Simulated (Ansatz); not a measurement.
# BaLiCl3 (built on the sites of a database entry of BaLiF3): a soft mode frozen in, part 2 of 2

Aim: this structure of BaLiCl3 (built on the sites of a database entry of BaLiF3) is to be tested for unstable modes, and one is followed downhill.

Ansatz 0.2.0; DFT PBEsol, scalar-relativistic, plane waves, PAW.

So far, highest frequency on the path or at a solved wavevector (cm⁻¹): step 2 (the dispersion) 381. Also lowest frequency on the path (cm⁻¹): step 2 -81.9.

The structure was built from a prototype and need not be the compound's stable phase.

### 6. Relaxing from the distorted cell

Starting from the lowest point found, all atoms and the cell are let go, so that strain and other modes of the same symmetry can join in.

input.yaml

```yaml
crystal:
  lattice:
    - [-4.7920317519, 0.0, 0.0]
    - [0.0, -4.7920317519, -4.7920317519]
    - [0.0, -4.7920317519, 4.7920317519]
  atoms:
    - { symbol: Ba, position: [1.0, 1.0, 0.0] }
    - { symbol: Ba, position: [1.0, 0.5, 0.5] }
    - { symbol: Li, position: [0.5, 0.0, 0.5] }
    - { symbol: Li, position: [0.5, 0.5, 0.0] }
    - { symbol: Cl, position: [0.0, 0.0, 0.5] }
    - { symbol: Cl, position: [0.0, 0.5, 0.0] }
    - { symbol: Cl, position: [0.5, 0.7030470557, 0.7030470557] }
    - { symbol: Cl, position: [0.5, 0.2969529443, 0.2969529443] }
    - { symbol: Cl, position: [0.5, 0.7969529443, 0.2030470557] }
    - { symbol: Cl, position: [0.5, 0.2030470557, 0.7969529443] }
kpoints:
  mp_grid: { grid: [4, 4, 4] }
hamiltonian:
  xc: pbesol
scf:
  occupations: { method: fixed }
output:
  forces: true
  stress: true
  eigenvalues: true
  write_density: true
  write_potential: true
  elf: true
  volumetric_format: npy
relax:
  adjacent_minimum: "off"
  f_tol: 0.002
  max_steps: 120
  cell: { stress_tol: 0.03 }
```

Run with:

```console
$ ansatz run input.yaml --threads 4 --pin off --max-ram 7168MiB --backend cpu --events-out ev --progress --plain --runs-dir out
```

Numbers of over 12 decimals in the logs are rounded to 6 here.

What it wrote:

```text
[...]
Crystal: 10 atoms, lattice volume = 220.084 Å³
Basis set: ecut = 420 eV, 4269 PW (Γ), exchange–correlation on 72×96×96 points (8 copies of the dense FFT grid, shifted against one another)
Bands: 44, of which v1, the nominal top of the filled ones, is band 34 counted from 1 (33 counted from 0)
Symmetry: 16 space group operations
[...]
k-points: 18 of 64
[...]
SCF iter   1: F=—  HF=-18518.506724 eV  |F-HF|=—  |Δ(HF+E_count)|=         —  Δρ=4.23e-3  dr2=5.60e-2  ethr=1.77e-3  ⟨swp⟩=6.0  Hψ=3596  notcnv=0  defer=125
[...]
SCF iter   6: F=-18518.491016 eV  HF=-18518.491016 eV  |F-HF|=7.84e-9  |Δ(HF+E_count)|=   5.04e-7  Δρ=3.75e-6  dr2=4.03e-8  ethr=1.47e-10  ⟨swp⟩=20.4  Hψ=7988  notcnv=0
SCF 1 converged in 6 iterations: F = -18518.491016 eV  dr2 = 4.03e-8
[...]
relax step   1: F+E_penalty+E_count = -18518.49101644 eV  Δ(F+E_penalty+E_count) = +0.000e0 eV  max|allowed force component| = 2.247e-2 eV/Å  Δτ_max = 0.0000 Å  P = +1.145 GPa  Ω = 220.084 Å³  (6 SCF iters, dr2 threshold 1.00e-7 eV, accepted)
Crystal: 10 atoms, lattice volume = 226.197 Å³
Basis set: ecut = 420 eV, 4397 PW (Γ), exchange–correlation on 72×96×96 points (8 copies of the dense FFT grid, shifted against one another)
[...]
iter 1 solved again at ethr=9.35e-6 eV; its pass at ethr=3.10e-3 eV (dr2=6.36e-3 eV) is discarded
[...]
SCF iter   5: F=-18518.525174 eV  HF=-18518.525174 eV  |F-HF|=4.52e-8  |Δ(HF+E_count)|=   1.09e-6  Δρ=5.88e-6  dr2=6.26e-8  ethr=1.47e-9  ⟨swp⟩=17.8  Hψ=7824  notcnv=0
SCF 2 converged in 5 iterations: F = -18518.525174 eV  dr2 = 6.26e-8
[...]
relax step   2: F+E_penalty+E_count = -18518.52517430 eV  Δ(F+E_penalty+E_count) = -3.416e-2 eV  max|allowed force component| = 4.805e-2 eV/Å  Δτ_max = 0.0005 Å  P = -0.061 GPa  Ω = 226.197 Å³  energy of the carried Pulay correction = -8.576e-5 eV  (5 SCF iters, dr2 threshold 1.00e-6 eV, accepted)
Crystal: 10 atoms, lattice volume = 226.403 Å³
Basis set: ecut = 420 eV, 4389 PW (Γ), exchange–correlation on 72×96×96 points (8 copies of the dense FFT grid, shifted against one another)
[...]
SCF iter   5: F=-18518.532698 eV  HF=-18518.532698 eV  |F-HF|=2.51e-10  |Δ(HF+E_count)|=   8.12e-8  Δρ=3.01e-6  dr2=2.71e-8  ethr=3.25e-10  ⟨swp⟩=17.4  Hψ=7385  notcnv=0
SCF 3 converged in 5 iterations: F = -18518.532698 eV  dr2 = 2.71e-8
relax step   3: F+E_penalty+E_count = -18518.53269771 eV  Δ(F+E_penalty+E_count) = -7.523e-3 eV  max|allowed force component| = 3.593e-2 eV/Å  Δτ_max = 0.0241 Å  P = -0.051 GPa  Ω = 226.403 Å³  energy of the carried Pulay correction = -8.863e-5 eV  (5 SCF iters, dr2 threshold 2.21e-7 eV, accepted)
[...]
relax step   4: F+E_penalty+E_count = -18518.53618749 eV  Δ(F+E_penalty+E_count) = -3.490e-3 eV  max|allowed force component| = 1.408e-4 eV/Å  Δτ_max = 0.0390 Å  P = +0.009 GPa  Ω = 226.747 Å³  energy of the carried Pulay correction = -9.338e-5 eV  (5 SCF iters, dr2 threshold 8.07e-8 eV, accepted)
[...]
SCF iter   6: F=-18518.536318 eV  HF=-18518.536318 eV  |F-HF|=0.00e0  |Δ(HF+E_count)|=  2.47e-10  Δρ=5.87e-8  dr2=5.09e-12  ethr=1.00e-12  ⟨swp⟩=18.7  Hψ=6396  notcnv=0
SCF 5 converged in 6 iterations: F = -18518.536318 eV  dr2 = 5.09e-12
relax step   5: F+E_penalty+E_count = -18518.53631778 eV  Δ(F+E_penalty+E_count) = -1.303e-4 eV  max|allowed force component| = 1.376e-4 eV/Å  Δτ_max = 0.0000 Å  P = +0.010 GPa  Ω = 226.747 Å³  stress off target by 2.56e-2 GPa  SCF on the basis re-selected at this cell (its energy is not comparable with the rows above)  (6 SCF iters)
basis re-selected at this cell: Δ(F+E_penalty+E_count) = -1.303e-4 eV, ΔP = +0.001 GPa vs the last step (what re-selecting the basis moved, of the pressure what is left beyond the Pulay correction that the steps carried, after the strain that the cell walked since its last selection, with what the two solves' SCF thresholds leave and, on support functions, any second-order correction that the steps lacked; it is no m [...]
SCF converged after 6 iterations
Free energy (F): -18518.536318 eV
[...]
Internal energy: -18518.536318 eV  (E = F + TS)
E sigma→0 (E₀):  -18518.536318 eV
Fermi energy:    4.231660 eV
[...]
--- Forces (eV/Å), atoms counted from 1 ---
  atom   1  Ba    -0.00000000    -0.00000000    -0.00000000
  atom   2  Ba    -0.00000000    -0.00000000     0.00000000
  atom   3  Li     0.00000000     0.00000000     0.00000000
  atom   4  Li     0.00000000    -0.00000000     0.00000000
  atom   5  Cl    -0.00000000     0.00000000     0.00000000
  atom   6  Cl     0.00000000     0.00000000     0.00000000
  atom   7  Cl     0.00000000    -0.00013760    -0.00000000
  atom   8  Cl     0.00000000     0.00013760     0.00000000
  atom   9  Cl    -0.00000000     0.00000000     0.00013760
  atom  10  Cl     0.00000000     0.00000000    -0.00013760
  max |Σ_I F_I| component: 1.41e-18 eV/Å
--- Stress (GPa, compression-positive) ---
       -0.020637       0.000000       0.000000
        0.000000       0.025585      -0.000000
        0.000000      -0.000000       0.025585
  P = ⅓ Tr σ = 0.0102 GPa (0.102 kbar)
--- Band table (eV; the first three rows and the last of 18) ---
  k-point 0: bands = [... 30 lower, 3.9679, 4.1286, 4.2317, 4.2317, 8.4814, 9.1130, 9.7777, 9.7777, ... 6 higher]
  k-point 1: bands = [... 30 lower, 3.8307, 3.9205, 4.0100, 4.1944, 8.8448, 9.4908, 9.9881, 9.9903, ... 6 higher]
  k-point 2: bands = [... 30 lower, 3.6742, 3.6742, 4.0738, 4.0738, 9.7376, 9.7376, 10.0621, 10.0621, ... 6 higher]
  k-point 17: bands = [... 30 lower, 3.8785, 3.8785, 4.0249, 4.0249, 10.3865, 10.3865, 10.4491, 10.4491, ... 6 higher]
--- Relaxed structure (4 steps of the walk, 4 accepted, 1 SCFs on fresh bases) ---
  F+E_penalty+E_count = -18518.53631778 eV   max|allowed force component| = 1.376e-4 eV/Å   (the final SCF, on the basis selected at the relaxed cell)
  cell:  # Å, volume = 226.7475 Å³
    - [-4.953646, 0, 0]
    - [0, -4.784028, -4.784028]
    - [0, -4.784028, 4.784028]
  atoms:
    - { symbol: Ba, position: [1.0, 1.0, 0.0] }
    - { symbol: Ba, position: [1.0, 0.5, 0.5] }
    - { symbol: Li, position: [0.5, 0.0, 0.5] }
    - { symbol: Li, position: [0.5, 0.5, 0.0] }
    - { symbol: Cl, position: [0, 0.0, 0.5] }
    - { symbol: Cl, position: [0, 0.5, 0.0] }
    - { symbol: Cl, position: [0.5, 0.696410, 0.696410] }
    - { symbol: Cl, position: [0.5, 0.303590, 0.303590] }
    - { symbol: Cl, position: [0.5, 0.803590, 0.196410] }
    - { symbol: Cl, position: [0.5, 0.196410, 0.803590] }
```

The job ended after 15 s (4 threads of Arm Neoverse V2, shared host; peak memory 0.69 GiB; 59 s of CPU time).

Relaxation path:

| step | energy less that of the first step (eV) | largest force component (eV/Å) | pressure (GPa) | volume (Å³) |
| --- | --- | --- | --- | --- |
| 1 | 0.0000 | 0.0225 | 1.15 | 220.08 |
| 2 | -0.0342 | 0.0481 | -0.06 | 226.20 |
| 3 | -0.0417 | 0.0359 | -0.05 | 226.40 |
| 4 | -0.0452 | 0.0001 | 0.01 | 226.75 |
| 5* | -0.0453 | 0.0001 | 0.01 | 226.75 |

Relaxation steps marked * repeat the geometry before them on a plane-wave basis chosen anew for their cell, so energy and pressure can jump there.

Forces are held to the 16 operations that the run works with; a distortion that breaks them can't arise in this run.

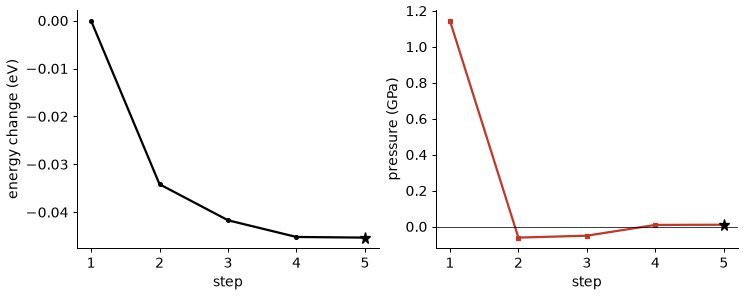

Energy and pressure along the relaxation. Stars mark steps on a basis chosen anew.

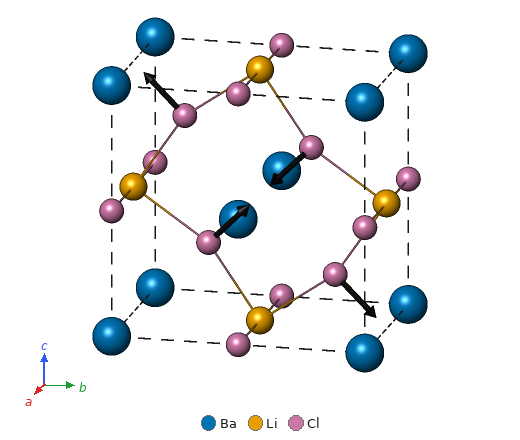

Displacements in the relaxation, exaggerated, measured against the changing cell; the longest in the cell stands for 0.06 Å. Some periodic images of atoms are drawn too.

| cell as run | before | after | change |
| --- | --- | --- | --- |
| a (Å) | 4.792 | 4.954 | +3.4 % |
| b (Å) | 6.777 | 6.766 | -0.2 % |
| c (Å) | 6.777 | 6.766 | -0.2 % |
| volume (Å³/atom) | 22.01 | 22.67 | +3.0 % |

The atoms that moved most (Å, as changes of fractional coordinates times the final cell):

| atom | dx | dy | dz | length |
| --- | --- | --- | --- | --- |
| Cl7 | 0.000 | 0.064 | 0.000 | 0.064 |
| Cl8 | 0.000 | -0.064 | 0.000 | 0.064 |
| Cl10 | 0.000 | 0.000 | 0.064 | 0.064 |
| Cl9 | 0.000 | 0.000 | -0.064 | 0.064 |

The relaxed structure:

```
Ba Li Cl
1.0
    -4.95365    0.00000    0.00000
     0.00000   -4.78403   -4.78403
     0.00000   -4.78403    4.78403
Ba Li Cl
2 2 6
Direct
  0.00000 0.00000 0.00000
  0.00000 0.50000 0.50000
  0.50000 0.00000 0.50000
  0.50000 0.50000 0.00000
  0.00000 0.00000 0.50000
  0.00000 0.50000 0.00000
  0.50000 0.69641 0.69641
  0.50000 0.30359 0.30359
  0.50000 0.80359 0.19641
  0.50000 0.19641 0.80359
```

Numbers from this step:

```yaml
pressure: 0.01018 GPa
gap_on_the_k_mesh: 4.250 eV
volume_per_atom: 22.67 Å³
```

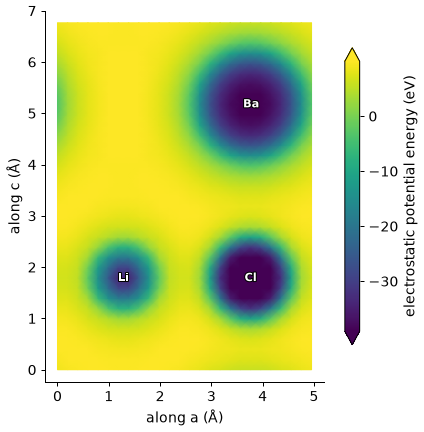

Electrostatic potential energy in the ac plane at fractional y = 0.000, with atoms of Ba and Li and Cl within 0.2 Å of it. With pseudopotentials it is smooth inside the atoms' cores, unlike the true potential. The map starts off the cell's origin, so that atoms lie inside it.

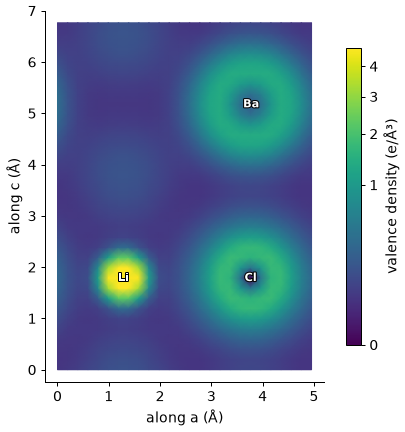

Valence density in the ac plane at fractional y = 0.000, with atoms of Ba and Li and Cl within 0.2 Å of it. It is the smooth field of the valence electrons, not physical close to the nuclei. The map starts off the cell's origin, so that atoms lie inside it. The colour scale is stretched toward low values.

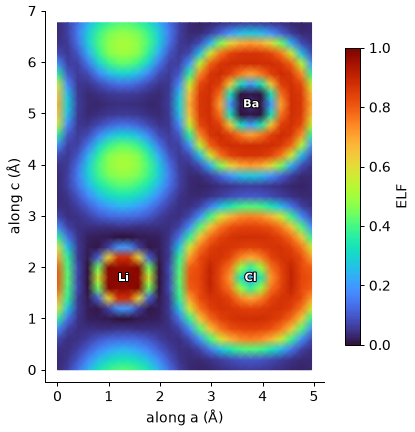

ELF in the ac plane at fractional y = 0.000, with atoms of Ba and Li and Cl within 0.2 Å of it. It is the smooth field of the valence electrons, not physical close to the nuclei. The map starts off the cell's origin, so that atoms lie inside it.

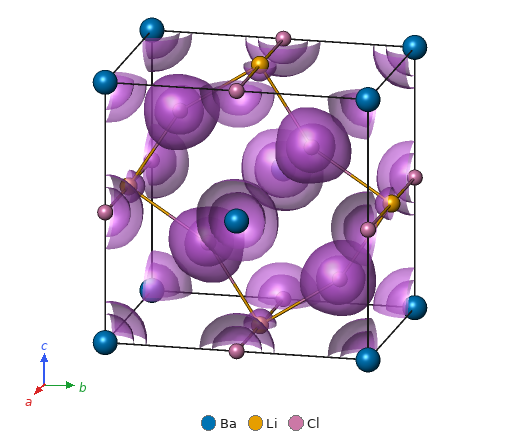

Surface of ELF = 0.85.

The distorted start has space group P4/mbm; the relaxation ends in P4/mbm.

### 7. The phases reached

The phases reached along the modes that were followed are set side by side.

Energies are those of the first relaxation, on the mesh of the frozen mode; space group, volume and gap are those of the last relaxation. Phases, by row:

| mode frozen in | space group | energy from parent (meV/atom) | volume (Å³/atom) | gap on mesh (eV) | lowest zone-centre optical mode (cm⁻¹) | largest shift (Å) |
| --- | --- | --- | --- | --- | --- | --- |
| parent | Pm-3m | 0 | 22.01 | 4.149 | – | – |
| q = (-0.5, -0.5, -0.5), 82i cm⁻¹ | I4/mcm | -22.43 | 22.68 | 4.36 | – | 0.533 |
| q = (-0.5, -0.5, -0.5), 82i cm⁻¹ | R-3c | -23.26 | 22.81 | 4.904 | – | 0.455 |
| q = (-0.5, -0.5, -0.5), 82i cm⁻¹ | Imma | -24.23 | 22.94 | 4.58 | – | 0.551 |
| q = (0, -0.5, -0.5), 73i cm⁻¹ | P4/mbm | -16.87 | 22.67 | 4.25 | – | 0.513 |

### 8. Outcome

```json
{
 "unstable mode of the parent": "q = (0, -0.5, -0.5), 73i cm⁻¹",
 "depth at the lowest point sampled": "12.3 meV/atom",
 "largest atomic shift at that point": "0.45 Å",
 "space group reached (within 0.01 Å)": "P4/mbm",
 "energy gained over the parent (first relaxation, on the mesh of the frozen mode)": "16.9 meV/atom",
 "volume per atom, phase reached": "22.7 Å³",
 "gap on the k-mesh, phase reached": "4.25 eV"
}
```

In words: Along this mode the structure falls into P4/mbm, 16.9 meV/atom below the parent. At the parent's cell the well is 12.34 meV/atom deep on the steps tried, with its lowest point at a shift of 0.45 Å. Relaxing atoms and cell changes the gain by +4.53 meV/atom against the lowest step (energies at zero smearing). The modes of the phase reached were not computed on this path. Of the 4 patterns followed to their end from this parent, this one ends 7.36 meV/atom above the lowest, Imma. Each path keeps the symmetry of its pattern, so a lower phase may lie along a pattern not tried. Spin-orbit coupling is left out, which can matter for the heavy elements here. The starting cell was built on a prototype and not taken from a measurement, so the phase need not exist.

[Logs are printed without paths, hosts, clocks, repeated set-up lines and the standing remarks that a program may print on its own settings, such as how far it seeks lower states.]

[Hosts, paths, dates, database ids (printed as entryN), source tags and the programs' standing remarks are cut or masked in the printed files.]
